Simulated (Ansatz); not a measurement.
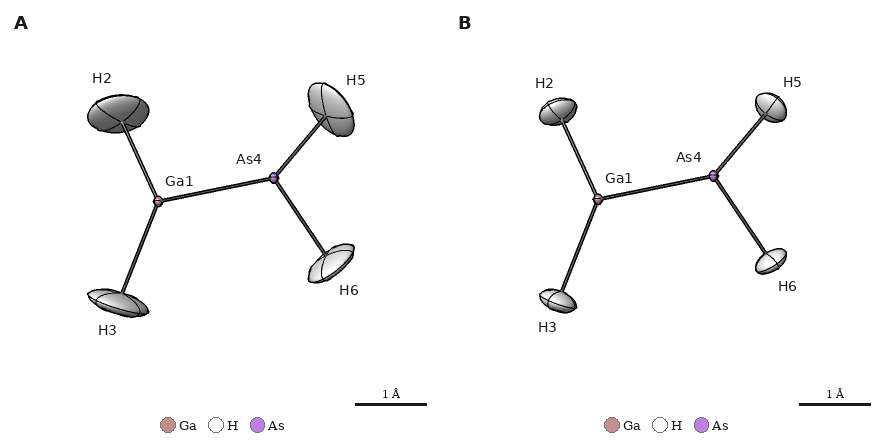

Displacement ellipsoids at the 50 % level, from the internal vibrations of the free molecule (harmonic, no overall translation or rotation; no half-axis is drawn under 0.075 Å). Vibrations computed with RKS PBE0-D4/def2-TZVP (Ansatz 0.2.0). One panel is for 0 K (zero-point motion alone), the other for 600 K.

Which panel is for 600 K?

A.

How much does the mean-square displacement of H2 grow, and why?

U_eq goes from 0.0264 to 0.0703 Å², a factor of 2.7. Modes below kT (417 cm⁻¹ at 600 K) grow about in proportion to T, and the lowest lies at 186 cm⁻¹; the mean-square amplitude of a mode is its zero-point value times coth(ħω/2kT), which comes close to 1 only above about 3kT.
